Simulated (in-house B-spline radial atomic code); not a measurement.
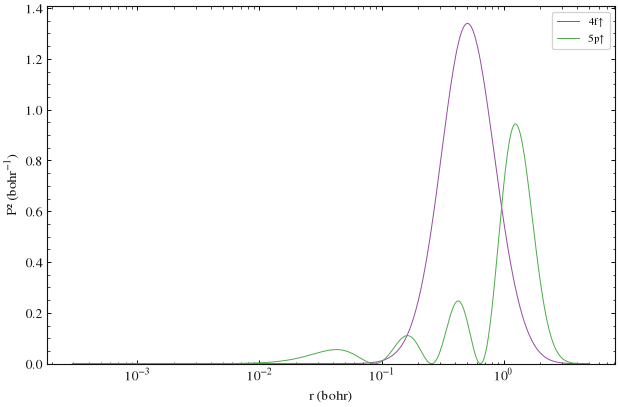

The erbium ion Er³⁺; electrons: [Xe] 4f11 (high spin). Theory: scalar-relativistic (spin-free one-electron X2C) PW91, spin-polarised, spherical fractional occupations, Fermi nucleus, basis-set limit (computed with an in-house B-spline radial code). Radial functions and radii carry no picture-change correction.

The plot shows the radial probability densities P² of 4f up and 5p up.

Describe it and give its main numbers.

4f up: outer maximum at 0.505 bohr, ⟨r⟩ = 0.760 bohr, 0 nodes, eigenvalue −36.6 eV; 5p up: outer maximum at 1.25 bohr, ⟨r⟩ = 1.43 bohr, 3 nodes, eigenvalue −55.9 eV.
